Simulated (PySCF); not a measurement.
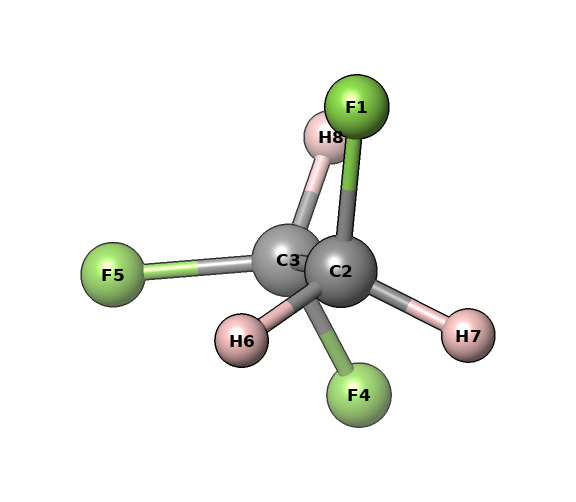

C3 lies behind C2. The molecule seen a little off the C2–C3 bond, C2 in front. Atoms fade into the background with distance from the viewer. The geometry was computed by an optimisation with GFN2-xTB. No frequency run is at hand to confirm it as a minimum.

> What is the torsion angle F1–C2–C3–F4? The sign is positive where the front bond must turn clockwise to cover the back bond.

147°, anticlinal.
